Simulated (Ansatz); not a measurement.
## C$_{3}$H$_{8}$Si$_{2}$: geometry relaxation (part 2 of 2)

The same run, continued: C$_{3}$H$_{8}$Si$_{2}$; RKS BHLYP-D4/def2-SVP (Ansatz 0.2.0). It belongs to a series of runs on one base structure; here: end point B relaxed.

Geometry of the input (Å):
```
C  -1.0492  1.9890  -1.0211
C  -0.5422  0.9845  -0.5056
C  -0.0125  -0.0568  0.0090
Si 0.2811  -0.2333  1.8079
Si 0.6597  -1.4226  -1.0050
H  -1.8602  2.6016  -0.4958
H  -0.7856  2.3771  -2.0178
H  -1.0794  -0.0971  0.2288
H  -0.4758  0.8675  2.5869
H  1.6434  -0.2178  2.2181
H  0.5767  -1.0923  -2.4147
H  -0.1084  -2.6463  -0.7408
H  2.0287  -1.6729  -0.6744
```

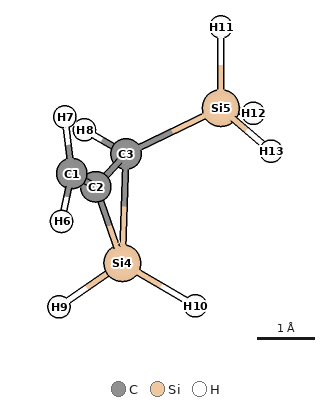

The geometry at step 18 of the log (ball-and-stick view, seen at a tilt; atoms are numbered from 1 in the order of the input).

## Trajectory as extended XYZ, continued
```
13
Properties=species:S:1:pos:R:3:forces:R:3 step=9 energy=-18983.79218
C    -0.8548    2.1675   -0.6836   -0.4122   0.5037  -0.3992
C    -0.5591    0.9614   -0.3171    0.0913  -0.3248   0.4219
C    -0.4622   -0.3725   -0.1382    0.1638   0.0430  -0.2794
Si    0.0947   -0.1489    1.8862   -0.0284   0.1045  -0.1594
Si    0.7249   -1.5623   -0.9995   -0.0257   0.0092   0.0699
H    -1.0876    2.9880    0.0116    0.5432  -0.3006  -0.3587
H    -1.0047    2.3325   -1.7743    0.0103   0.0233   0.7701
H    -1.4354   -0.8507   -0.1678   -0.3415  -0.1207   0.1377
H    -0.5600    1.1706    2.2078   -0.1537  -0.0413  -0.0866
H     1.4999    0.3524    1.6672   -0.0325   0.0859  -0.1165
H     0.6912   -1.2459   -2.4453    0.0414  -0.0420  -0.0318
H     0.1166   -2.8896   -0.7618    0.1073  -0.0167  -0.0221
H     2.1128   -1.5218   -0.5096    0.0364   0.0765   0.0542
13
Properties=species:S:1:pos:R:3:forces:R:3 step=10 energy=-18983.92764
C    -0.8747    2.1542   -0.6458    0.3377   0.5838   0.0549
C    -0.5820    0.9365   -0.2852    0.0223   0.3820   0.2628
C    -0.4936   -0.4036   -0.1577   -0.2056  -0.2014  -0.1198
Si    0.0899   -0.1198    1.8178   -0.0398   0.1810   0.0177
Si    0.7303   -1.5676   -0.9942   -0.0491  -0.0708  -0.1396
H    -0.8995    3.0276    0.0439    0.1467  -0.7904  -0.6073
H    -1.0379    2.3355   -1.7255   -0.1419  -0.0058   0.5920
H    -1.4767   -0.8787   -0.1359   -0.0314  -0.1059   0.0736
H    -0.6464    1.1537    2.1577   -0.0566  -0.1359  -0.0711
H     1.4840    0.4122    1.6032   -0.1013   0.1128  -0.1254
H     0.7032   -1.2722   -2.4461    0.0612  -0.0259  -0.0109
H     0.1635   -2.9135   -0.7625    0.0991  -0.0195   0.0190
H     2.1161   -1.4836   -0.4943   -0.0412   0.0960   0.0540
13
Properties=species:S:1:pos:R:3:forces:R:3 step=11 energy=-18984.02569
C    -0.7419    2.1554   -0.6021   -0.7920   0.5073  -0.1167
C    -0.5362    0.9169   -0.2481    0.1477   0.2738   0.2377
C    -0.5203   -0.4397   -0.1689   -0.2596  -0.1149  -0.2165
Si    0.0821   -0.0823    1.7678    0.0754   0.3207  -0.0309
Si    0.7148   -1.5980   -1.0097    0.0645   0.0769   0.0280
H    -0.7601    3.0220    0.0963    0.3789  -0.7922  -0.6191
H    -1.1215    2.3334   -1.6341    0.4347  -0.0066   0.6430
H    -1.5212   -0.8852   -0.1273    0.1160  -0.0143   0.0730
H    -0.7667    1.1224    2.1121    0.0646  -0.2328  -0.0064
H     1.4271    0.5480    1.4830   -0.1866  -0.0038   0.0427
H     0.7169   -1.3181   -2.4657   -0.0048  -0.0521   0.0135
H     0.2176   -2.9670   -0.7511    0.0537   0.0135  -0.0193
H     2.0858   -1.4273   -0.4766   -0.0925   0.0246  -0.0289
13
Properties=species:S:1:pos:R:3:forces:R:3 step=12 energy=-18984.11629
C    -0.6994    2.1414   -0.5922   -0.4061   0.3127  -0.1878
C    -0.5172    0.9040   -0.2254    0.0482   0.1758   0.3035
C    -0.5224   -0.4566   -0.1624    0.0074  -0.1121  -0.1536
Si    0.0831   -0.0441    1.7561   -0.0643   0.1365  -0.0931
Si    0.7013   -1.6021   -1.0365   -0.0095   0.0409   0.0248
H    -0.6215    3.0066    0.0823    0.1887  -0.4702  -0.3502
H    -1.0626    2.3274   -1.6167    0.2336   0.0398   0.3462
H    -1.5173   -0.9059   -0.0876    0.0469  -0.0020   0.0681
H    -0.9027    1.0180    2.1472    0.0279  -0.1137   0.0589
H     1.3490    0.7274    1.5240   -0.0574  -0.0402  -0.0332
H     0.6290   -1.3631   -2.4963   -0.0170  -0.0181  -0.0223
H     0.2655   -2.9802   -0.7322    0.0204  -0.0261   0.0052
H     2.0914   -1.3922   -0.5847   -0.0187   0.0766   0.0335
13
Properties=species:S:1:pos:R:3:forces:R:3 step=13 energy=-18984.17517
C    -0.6502    2.1290   -0.5947   -0.0571   0.3256  -0.1277
C    -0.5008    0.8978   -0.1984   -0.0003  -0.0578   0.3245
C    -0.5343   -0.4699   -0.1690   -0.1812  -0.1439   0.0971
Si    0.0388   -0.0250    1.7239    0.0195   0.1755  -0.1961
Si    0.6915   -1.5901   -1.0514    0.0199  -0.0491  -0.0249
H    -0.4259    2.9824    0.0478   -0.0629  -0.1784  -0.1828
H    -1.0395    2.3316   -1.5968    0.1397   0.0384   0.0751
H    -1.5216   -0.9215   -0.0472   -0.0326   0.0013  -0.0700
H    -1.0237    0.9179    2.2029    0.1258  -0.1331   0.0125
H     1.2739    0.7862    1.5121   -0.0169  -0.0253   0.0933
H     0.5299   -1.4196   -2.5170    0.0262  -0.0272   0.0320
H     0.3591   -2.9832   -0.6723    0.0535   0.0568  -0.0118
H     2.0791   -1.2552   -0.6643   -0.0337   0.0172  -0.0212
13
Properties=species:S:1:pos:R:3:forces:R:3 step=14 energy=-18984.20241
C    -0.5959    2.1212   -0.6037    0.1778   0.2401  -0.0025
C    -0.5024    0.8938   -0.1681   -0.0982   0.2030   0.4071
C    -0.5700   -0.4811   -0.1681    0.1015  -0.4385  -0.0222
Si    0.0163   -0.0027    1.6779   -0.2728   0.6035   0.0609
Si    0.6690   -1.5831   -1.0708    0.1027  -0.1007  -0.0142
H    -0.3216    2.9686    0.0284   -0.1440  -0.1481  -0.2044
H    -0.9251    2.3322   -1.6194   -0.0239   0.0433  -0.0774
H    -1.5569   -0.9284   -0.0294   -0.0381   0.0108  -0.0992
H    -1.1142    0.8022    2.2964    0.4450  -0.3618  -0.1835
H     1.2267    0.8643    1.5561   -0.0776  -0.2491   0.0917
H     0.4230   -1.4991   -2.5424    0.0522  -0.0339   0.2101
H     0.4705   -2.9918   -0.6063    0.0621   0.3284  -0.0987
H     2.0569   -1.1153   -0.7751   -0.2868  -0.0970  -0.0677
13
Properties=species:S:1:pos:R:3:forces:R:3 step=15 energy=-18984.24425
C    -0.5945    2.1222   -0.6204    0.1539   0.0542  -0.0772
C    -0.5173    0.8978   -0.1629    0.0714   0.4815   0.6266
C    -0.5885   -0.4819   -0.1706   -0.1008  -0.4978   0.0561
Si    0.0006    0.0031    1.6607   -0.2942   0.7760  -0.1442
Si    0.6566   -1.5628   -1.0664    0.2906  -0.2326  -0.0736
H    -0.3166    2.9773   -0.0018   -0.1407  -0.1377  -0.1609
H    -0.9049    2.3237   -1.6449   -0.0369   0.0347  -0.0488
H    -1.5807   -0.9262   -0.0524    0.0043  -0.0049  -0.0889
H    -1.1092    0.7821    2.3423    0.4887  -0.3852  -0.2110
H     1.2753    0.7837    1.5897   -0.2058  -0.2931   0.1122
H     0.4119   -1.5178   -2.5393    0.0317  -0.0110   0.2006
H     0.5112   -2.9701   -0.5761    0.0311   0.3306  -0.1133
H     2.0327   -1.0502   -0.7824   -0.2934  -0.1148  -0.0772
13
Properties=species:S:1:pos:R:3:forces:R:3 step=16 energy=-18984.44734
C    -0.5747    2.1279   -0.6494   -0.1530  -0.2276  -0.4295
C    -0.5397    0.9203   -0.1249    0.5005   0.8564   1.0979
C    -0.6279   -0.4885   -0.1605   -0.2588  -0.9729  -0.3550
Si   -0.0506    0.0587    1.5814    0.1653   1.8326   0.0149
Si    0.6469   -1.5372   -1.0634    0.1568  -0.1516  -0.0561
H    -0.3065    3.0097   -0.0663   -0.0815  -0.1666  -0.0916
H    -0.8712    2.2990   -1.6872    0.0109   0.0231   0.0288
H    -1.6325   -0.9244   -0.0898    0.1470  -0.0241  -0.1358
H    -1.1126    0.7232    2.4403    0.6025  -0.6459  -0.2129
H     1.3663    0.6288    1.6693   -0.8276  -0.7070   0.1693
H     0.3853   -1.5614   -2.5324    0.0435   0.0100   0.1714
H     0.5957   -2.9369   -0.5281    0.0103   0.3378  -0.1286
H     1.9980   -0.9386   -0.8135   -0.3161  -0.1645  -0.0728
13
Properties=species:S:1:pos:R:3:forces:R:3 step=17 energy=-18984.82970
C    -0.5489    2.1335   -0.6900   -0.4067  -0.1821  -0.7443
C    -0.5408    0.9569   -0.0898    0.4685   1.2483   0.6140
C    -0.6527   -0.4956   -0.1607   -0.2908  -0.9625  -0.1168
Si   -0.0897    0.1932    1.5080    0.5362   1.5160   1.1630
Si    0.6304   -1.5147   -1.0696    0.2508  -0.1788  -0.0041
H    -0.2742    3.0410   -0.1482   -0.0866  -0.2236  -0.0810
H    -0.8558    2.2682   -1.7321    0.1074  -0.0086   0.0773
H    -1.6633   -0.9279   -0.1159    0.2104   0.0604  -0.1642
H    -1.1420    0.6033    2.5737    1.0168  -0.7634  -0.6595
H     1.4290    0.4759    1.7736   -1.4682  -0.7185   0.0507
H     0.3528   -1.6028   -2.5360    0.0733   0.0027   0.2128
H     0.6696   -2.9066   -0.4847   -0.0269   0.4620  -0.2342
H     1.9619   -0.8438   -0.8528   -0.3842  -0.2520  -0.1136
13
Properties=species:S:1:pos:R:3:forces:R:3 step=18 energy=-18985.18724
C    -0.5749    2.1530   -0.7481    0.0943   0.1497  -0.7216
C    -0.5312    1.0175   -0.0818    0.1015   0.0471   0.4436
C    -0.6439   -0.4903   -0.1342   -0.0822   0.5690   0.4988
Si   -0.0858    0.3345    1.5275    0.0191  -0.3141   0.7220
Si    0.6130   -1.4905   -1.0678    0.3444  -0.1831  -0.0051
H    -0.2734    3.0756   -0.2449   -0.2432  -0.1665  -0.1582
H    -0.8306    2.2357   -1.8091   -0.0353  -0.0634   0.1690
H    -1.6574   -0.9151   -0.1263    0.1595   0.1608  -0.0088
H    -1.1083    0.4400    2.6752    0.8739  -0.1996  -0.7900
H     1.3995    0.3288    1.8910   -1.0203  -0.1667  -0.0659
H     0.3358   -1.6216   -2.5261   -0.0232   0.0522   0.1092
H     0.6984   -2.8673   -0.4852   -0.0537   0.2249  -0.1241
H     1.9352   -0.8196   -0.8948   -0.1346  -0.1104  -0.0689
13
Properties=species:S:1:pos:R:3:forces:R:3 step=19 energy=-18985.33639
C    -0.5399    2.1515   -0.8257   -0.4636   0.1142   0.0918
C    -0.4902    1.0515   -0.0886    0.2982   0.6597   0.5583
C    -0.6157   -0.4356   -0.0815    0.0346  -0.3650  -0.3705
Si   -0.0842    0.3403    1.5470    0.0731  -0.1797   0.6038
Si    0.6294   -1.4604   -1.0437   -0.1118  -0.0074  -0.0445
H    -0.3563    3.1217   -0.3416    0.0419  -0.4054  -0.3365
H    -0.8627    2.1815   -1.8717    0.1861  -0.1370   0.1531
H    -1.6376   -0.8334   -0.0948    0.0991   0.0456  -0.0837
H    -1.0560    0.3303    2.6964    0.3364   0.0877  -0.5092
H     1.3370    0.1650    1.9851   -0.4279   0.0826  -0.1608
H     0.2987   -1.5768   -2.4907   -0.0100   0.0606   0.0751
H     0.6911   -2.8393   -0.4886    0.0021   0.0938  -0.0044
H     1.9628   -0.8157   -0.9260   -0.0583  -0.0496   0.0275
13
Properties=species:S:1:pos:R:3:forces:R:3 step=20 energy=-18985.41283
C    -0.5767    2.1069   -0.8253   -0.1023   0.4035   0.0429
C    -0.4502    1.0854    0.0002    0.3093   0.0228  -0.1449
C    -0.5790   -0.4165   -0.0525   -0.3264  -0.0283  -0.2711
Si   -0.0672    0.3204    1.5949   -0.0381  -0.1920   0.4809
Si    0.6270   -1.4427   -1.0541    0.0150   0.2583   0.0192
H    -0.3853    3.1249   -0.4618   -0.1291  -0.3257  -0.2691
H    -0.8998    1.9850   -1.8651    0.1519   0.0433   0.2142
H    -1.6217   -0.7416   -0.1817    0.2139  -0.1363   0.2107
H    -1.0368    0.3384    2.7237    0.1791   0.0574  -0.2414
H     1.3405    0.1493    2.0308   -0.1978   0.0236  -0.0657
H     0.2984   -1.4100   -2.5103    0.0197  -0.1093   0.1704
H     0.6346   -2.8354   -0.5393   -0.0594  -0.0026  -0.1431
H     1.9926   -0.8834   -0.8839   -0.0357  -0.0146  -0.0030
13
Properties=species:S:1:pos:R:3:forces:R:3 step=21 energy=-18985.43560
C    -0.5921    2.1037   -0.8259    0.2587   0.1008  -0.1505
C    -0.4403    1.0908    0.0103   -0.0482   0.0622   0.0385
C    -0.5717   -0.4106   -0.0412   -0.2293  -0.1150  -0.0659
Si   -0.0668    0.3114    1.6151   -0.0405   0.0622   0.0121
Si    0.6288   -1.4111   -1.0563   -0.0230  -0.1297  -0.1273
H    -0.4217    3.1328   -0.4951   -0.0836  -0.2545  -0.1389
H    -0.8285    1.9477   -1.8872   -0.0809   0.0724   0.3591
H    -1.6054   -0.7811   -0.1174    0.2222   0.0746   0.0358
H    -1.0397    0.3637    2.7226    0.0239  -0.0115  -0.0579
H     1.3294    0.1337    2.0541   -0.0364   0.0382  -0.0041
H     0.2834   -1.4007   -2.5061    0.0511   0.0783   0.0909
H     0.6004   -2.8295   -0.6156    0.0309   0.0376   0.0175
H     2.0005   -0.8702   -0.8817   -0.0450  -0.0157  -0.0093
13
Properties=species:S:1:pos:R:3:forces:R:3 step=22 energy=-18985.44324
C    -0.5652    2.0787   -0.8347    0.0694   0.0654  -0.1393
C    -0.4212    1.0809    0.0187   -0.1090  -0.0270   0.0708
C    -0.5606   -0.4223   -0.0186   -0.0943  -0.1380  -0.0429
Si   -0.0764    0.3264    1.6400    0.1423  -0.0475  -0.2026
Si    0.6201   -1.4167   -1.0827   -0.0150   0.2008   0.1911
H    -0.3690    3.1097   -0.5409   -0.0889  -0.1192  -0.0322
H    -0.8677    1.9059   -1.8720    0.0623   0.0422   0.1699
H    -1.5906   -0.7940   -0.0721    0.0462   0.0594  -0.0060
H    -1.0709    0.3745    2.7246   -0.0156   0.0201  -0.0338
H     1.3130    0.1808    2.1043   -0.0027  -0.0020   0.0378
H     0.2787   -1.3350   -2.5267   -0.0046   0.0271   0.0404
H     0.6034   -2.8436   -0.6830   -0.0056  -0.0195  -0.0003
H     1.9827   -0.8646   -0.8815    0.0156  -0.0619  -0.0528
13
Properties=species:S:1:pos:R:3:forces:R:3 step=23 energy=-18985.45001
C    -0.5650    2.0820   -0.8337   -0.0492   0.0874  -0.1042
C    -0.4229    1.0810    0.0153   -0.0355  -0.0199   0.0285
C    -0.5672   -0.4219   -0.0272   -0.0571  -0.0330   0.0435
Si   -0.0677    0.3192    1.6277    0.0371  -0.0069  -0.0752
Si    0.6242   -1.4133   -1.0671   -0.0007   0.0358   0.0002
H    -0.3937    3.1136   -0.5289   -0.0070  -0.1066  -0.0420
H    -0.8708    1.9153   -1.8697    0.0528   0.0297   0.1273
H    -1.5990   -0.7875   -0.0880    0.0760   0.0270  -0.0003
H    -1.0623    0.3792    2.7116    0.0017   0.0067  -0.0090
H     1.3217    0.1671    2.0906   -0.0075  -0.0092   0.0175
H     0.2841   -1.3304   -2.5107    0.0095   0.0033   0.0115
H     0.5976   -2.8404   -0.6639   -0.0047  -0.0020  -0.0066
H     1.9973   -0.8833   -0.8805   -0.0153  -0.0123   0.0088
13
Properties=species:S:1:pos:R:3:forces:R:3 step=24 energy=-18985.45127
C    -0.5703    2.0798   -0.8353   -0.0015   0.0395  -0.0691
C    -0.4265    1.0796    0.0147   -0.0049   0.0045   0.0117
C    -0.5687   -0.4234   -0.0249   -0.0499  -0.0056   0.0334
Si   -0.0634    0.3197    1.6253    0.0136  -0.0068  -0.0255
Si    0.6238   -1.4100   -1.0652    0.0047   0.0040  -0.0136
H    -0.3910    3.1098   -0.5356   -0.0131  -0.0526  -0.0115
H    -0.8745    1.9128   -1.8696    0.0168   0.0117   0.0647
H    -1.5991   -0.7894   -0.0843    0.0422   0.0019   0.0009
H    -1.0583    0.3830    2.7082   -0.0020   0.0048   0.0029
H     1.3238    0.1621    2.0924   -0.0008  -0.0004   0.0031
H     0.2902   -1.3169   -2.5090    0.0063   0.0011  -0.0019
H     0.5925   -2.8394   -0.6702   -0.0067  -0.0021  -0.0083
H     1.9978   -0.8872   -0.8709   -0.0046  -0.0001   0.0132
13
Properties=species:S:1:pos:R:3:forces:R:3 step=25 energy=-18985.45197
C    -0.5785    2.0760   -0.8399   -0.0060   0.0164  -0.0403
C    -0.4340    1.0791    0.0143   -0.0007   0.0148  -0.0002
C    -0.5684   -0.4245   -0.0207   -0.0053   0.0084   0.0018
Si   -0.0569    0.3252    1.6242    0.0058  -0.0158  -0.0163
Si    0.6246   -1.4063   -1.0651   -0.0294   0.0048   0.0338
H    -0.4047    3.1072   -0.5421   -0.0003  -0.0402  -0.0156
H    -0.8794    1.9045   -1.8739    0.0037   0.0123   0.0530
H    -1.5944   -0.8007   -0.0732    0.0012   0.0106  -0.0033
H    -1.0452    0.3877    2.7131   -0.0029   0.0012   0.0052
H     1.3336    0.1706    2.0823   -0.0005   0.0091   0.0048
H     0.3242   -1.2838   -2.5115   -0.0173   0.0184  -0.0405
H     0.5531   -2.8384   -0.6962    0.0091  -0.0588   0.0008
H     2.0024   -0.9160   -0.8357    0.0426   0.0188   0.0169
13
Properties=species:S:1:pos:R:3:forces:R:3 step=26 energy=-18985.45276
C    -0.5798    2.0704   -0.8437   -0.0095  -0.0241  -0.0016
C    -0.4346    1.0765    0.0140    0.0197   0.0199  -0.0026
C    -0.5690   -0.4273   -0.0161    0.0123  -0.0020   0.0043
Si   -0.0535    0.3269    1.6247   -0.0055   0.0009   0.0031
Si    0.6239   -1.4058   -1.0637   -0.0128   0.0037   0.0056
H    -0.4026    3.1012   -0.5522    0.0070   0.0106   0.0086
H    -0.8868    1.8961   -1.8736   -0.0060  -0.0033  -0.0099
H    -1.5940   -0.8038   -0.0655   -0.0255  -0.0027  -0.0039
H    -1.0421    0.3948    2.7129   -0.0042  -0.0006   0.0089
H     1.3364    0.1781    2.0864    0.0038   0.0011  -0.0036
H     0.3311   -1.2557   -2.5105   -0.0033   0.0073  -0.0167
H     0.5438   -2.8460   -0.7206    0.0047  -0.0143   0.0021
H     2.0035   -0.9248   -0.8164    0.0193   0.0034   0.0057
13
Properties=species:S:1:pos:R:3:forces:R:3 step=27 energy=-18985.45294
C    -0.5814    2.0662   -0.8463   -0.0032  -0.0183   0.0005
C    -0.4354    1.0751    0.0143    0.0174   0.0143   0.0026
C    -0.5699   -0.4289   -0.0125    0.0077  -0.0072   0.0019
Si   -0.0523    0.3288    1.6262   -0.0061  -0.0004   0.0009
Si    0.6232   -1.4044   -1.0634    0.0041  -0.0005  -0.0008
H    -0.4012    3.0975   -0.5585    0.0012   0.0126   0.0084
H    -0.8905    1.8889   -1.8749   -0.0052  -0.0034  -0.0131
H    -1.5953   -0.8053   -0.0612   -0.0155  -0.0023  -0.0025
H    -1.0395    0.3981    2.7160    0.0003   0.0009   0.0029
H     1.3386    0.1824    2.0857    0.0013  -0.0014  -0.0022
H     0.3377   -1.2366   -2.5109    0.0006  -0.0005   0.0047
H     0.5373   -2.8485   -0.7345   -0.0008   0.0053  -0.0030
H     2.0052   -0.9327   -0.8045   -0.0017   0.0007  -0.0004
```

## Summary

- outcome: converged
- total energy: −18985.4531 eV
- mean-field energy: −18985.0340 eV
- largest force (length of the vector) at the end: 0.023 eV/Å
- wall time: 80 s (CPU time 2.6 min)
- peak memory: 0.28 GiB
